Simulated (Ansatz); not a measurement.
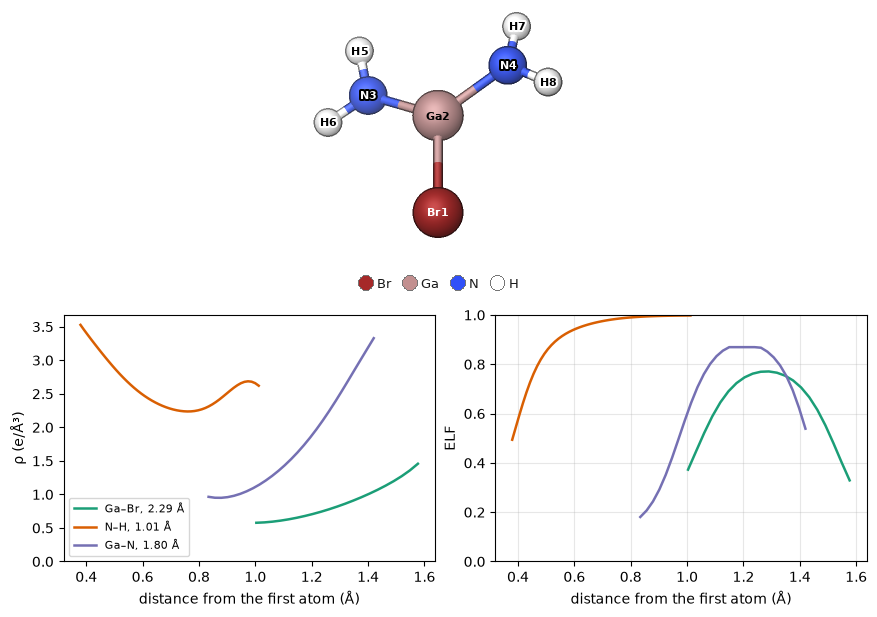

BrGaH4N2 (SMILES [NH2][Ga]([NH2])[Br]). Total electron density and ELF along straight lines between neighbouring atoms. The curves leave out the atomic cores. The structure is drawn too.

Geometry: PBE0-D4/def2-SVP.

Method: isolated molecule in a Gaussian basis; Kohn-Sham density functional theory, functional PBE0 (Ansatz).

```xyz
8

Br   -1.5957   -1.6321    1.5293
Ga   -0.2637   -0.2697    0.2527
N    -1.0660    0.7121   -1.0294
N     1.5037   -0.2645    0.6096
H    -0.6103    1.4755   -1.5127
H    -2.0743    0.7736   -1.0869
H     2.1947    0.1451   -0.0058
H     1.9115   -0.9399    1.2432
```

Question: Compare the contacts.

Answer: Ga–Br (2.29 Å): ρ is about 0.65 e/Å³ halfway; the ELF peaks at about 0.75 in the valence shell of Br, 1.0 Å from its nucleus, and is about 0.70 at the midpoint.
N–H (1.01 Å): ρ at the midpoint is about 2.9 e/Å³; the ELF climbs to about 1 towards the hydrogen, as it does in any bond to H (a covalent bond by its length).
Ga–N (1.80 Å): ρ at the midpoint is about 0.96 e/Å³; the ELF peaks at about 0.85 in the valence shell of N, 0.7 Å from its nucleus, and is about 0.30 at the midpoint.
